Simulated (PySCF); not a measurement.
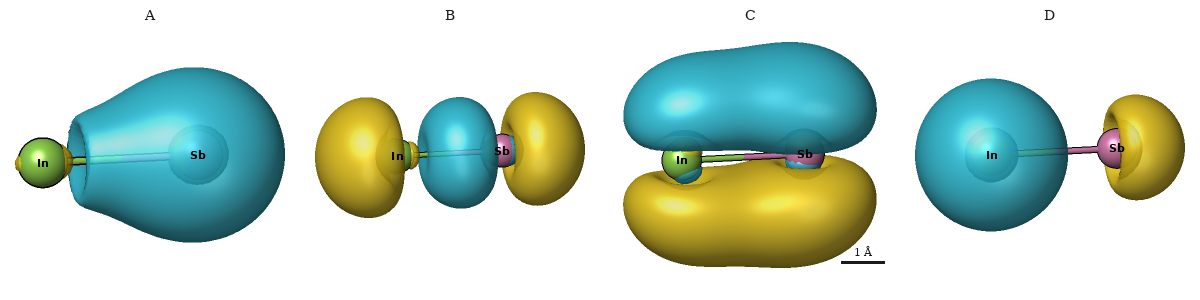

*InSb (triplet). Four frontier β-spin orbitals, each drawn at the value that holds 80 % of its norm (yellow and cyan are the two phases), in no order; of a degenerate pair one member is drawn.*

Core potentials replace the inner electrons of In and Sb.

Level of theory: PBE0/cc-pVTZ(-PP), non-relativistic Hamiltonian with scalar-relativistic core potentials where named, at a bond length of 2.955 Å (PySCF 2.14.0).

Name the orbitals and rank them from lowest to highest energy.

Orbital A: σ, occupied in this spin, −12.88 eV; mainly on Sb (85 %).
Orbital D: σ, occupied in this spin, −9.20 eV; mainly on In (80 %).
Orbital B: σ, occupied in this spin, −4.94 eV; shared between the atoms (In 45 %, Sb 55 %).
Orbital C: π, empty in this spin, −2.94 eV; bonding, with no node between the atoms.
